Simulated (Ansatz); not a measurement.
CH₂FGe (charge +1)

```
atom    x (Å)    y (Å)    z (Å)
   C  -0.0315  -0.1668  -0.6760
   F  -0.0921  -0.4369   0.7651
  Ge   0.9351   1.2846   0.2360
   H   0.5034  -0.9943  -1.1640
   H  -1.0567  -0.0280  -1.0485
```

Geometry: PBE0-D3(BJ)/def2-SVP.

Theory: isolated molecule in a Gaussian basis; Kohn-Sham density functional theory, functional PBE0 in Ansatz 0.2.0.

**What can the converged electron density and electron localisation function tell about the bonding?**

C–F (1.47 Å): ρ at the midpoint is about 1.6 e/Å³, with its minimum of 1.3 e/Å³ about 0.5 Å from C; the ELF peaks at about 0.85 between the atoms; a shared but strongly polarised pair.
C–Ge (1.97 Å): ρ is about 0.84 e/Å³ halfway; the ELF peaks at about 0.90 in the valence shell of C, 0.7 Å from its nucleus, and is about 0.65 at the midpoint.
Ge–F (2.07 Å): ρ at the midpoint is about 0.46 e/Å³; the ELF is about 0.15 at the midpoint.

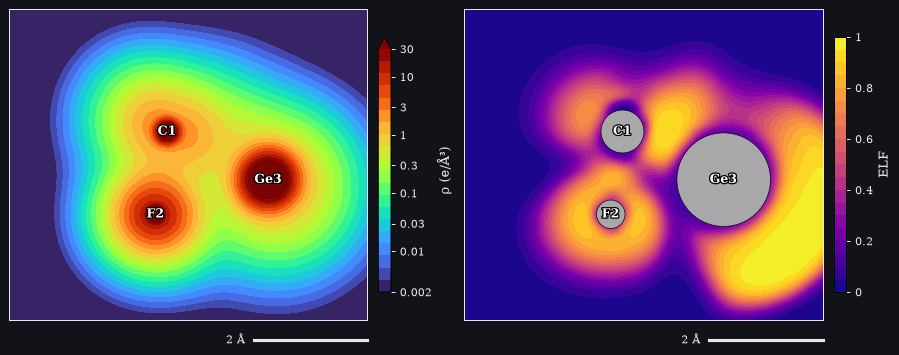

Computed electron density and electron localisation function on the plane of atoms F2, C1 and Ge3, in this order. Grey discs cover the atomic cores in the ELF map. 
